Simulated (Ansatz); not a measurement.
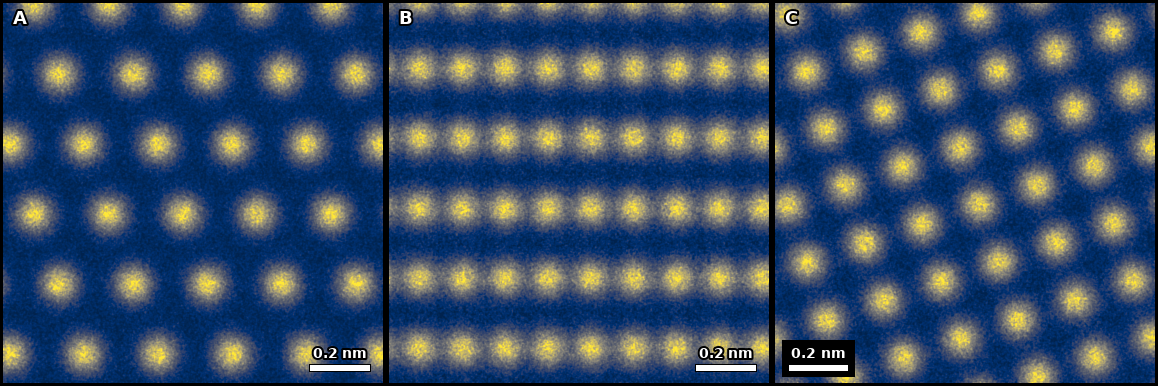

Three views of Au (Fm-3m, No. 225) along different zone axes. Simulated incoherent Z contrast: every atom adds Z^1.7 spread by a probe of 0.96 Å full width; channelling and multiple scattering are left out. The probe carries 25 % of its weight in a tail 2.5 times as wide. Shot noise was added. Structure: a calculation's starting geometry.

```cif
data_structure
_symmetry_space_group_name_H-M 'Fm-3m'
_symmetry_Int_Tables_number 225
_cell_length_a 4.1464
_cell_length_b 4.1464
_cell_length_c 4.1464
_cell_angle_alpha 90.000
_cell_angle_beta 90.000
_cell_angle_gamma 90.000
_cell_volume 71.29
loop_
_atom_site_label
_atom_site_type_symbol
_atom_site_symmetry_multiplicity
_atom_site_Wyckoff_symbol
_atom_site_fract_x
_atom_site_fract_y
_atom_site_fract_z
_atom_site_occupancy
Au1 Au 4 a 0.00000 0.00000 0.00000 1
```

Match the panels to the zone axes [001], [110] and [211].

A is [110]: projected cell 2.54 × 2.54 Å, 109°, plane group c2mm. B is [211]: projected cell 1.47 × 2.39 Å, 90°, plane group p2mm. C is [001]: projected cell 2.07 × 2.07 Å, 90°, plane group p4mm.
